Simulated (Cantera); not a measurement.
Charge: 1 mol Si3N4, 0.38 mol N2O, 12 mol H2, at 73.0 mbar.

Method: chemical equilibrium by Gibbs-energy minimisation in Cantera with the NASA 1993 tables (ideal gas, pure condensed phases). Candidate condensed phases: H2O, Si, SiO2, Si2N2O, Si3N4; 35 gas species. Mutual solubility and eutectic melting of coexisting phases are not modelled. The tables' values for SiN are old estimates; treat these amounts as uncertain. Gases not in the tables: Si2H6 and higher silanes. The numbers say what is thermodynamically allowed, not how fast it happens.

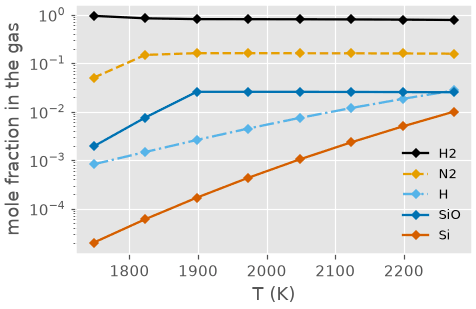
Fig. 1. Equilibrium gas composition (values under 1e-9 drawn at 1e-9)

**Question.** Read off the mole fractions at 2273 K.

**Answer.** H2 about 0.78, N2 about 0.16, H about 0.027, SiO about 0.025, Si about 0.010.
